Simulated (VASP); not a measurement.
Band structure of LiH (rock salt). Level of theory: modified Becke-Johnson potential (mBJ), VASP's PBE PAW potentials (set 64) (plane waves; VASP 6.6.1).

mBJ is a potential without an energy functional, so only the levels count.

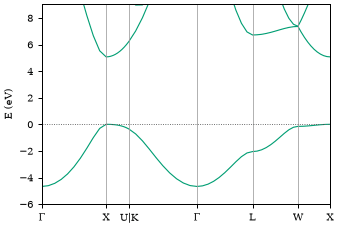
Figure. Bands along high-symmetry lines, zero at the valence-band maximum or, without a gap, the Fermi level

**Question.** Read the plot: is there a gap, and where are the band edges?

**Answer.** The gap is direct, 5.07 eV, from the valence maximum at X to the conduction minimum at X.

The compound is LiH in the rock salt structure. It was relaxed first, which changed the volume by -6 %. The cell's shape comes from a PBE relaxation.
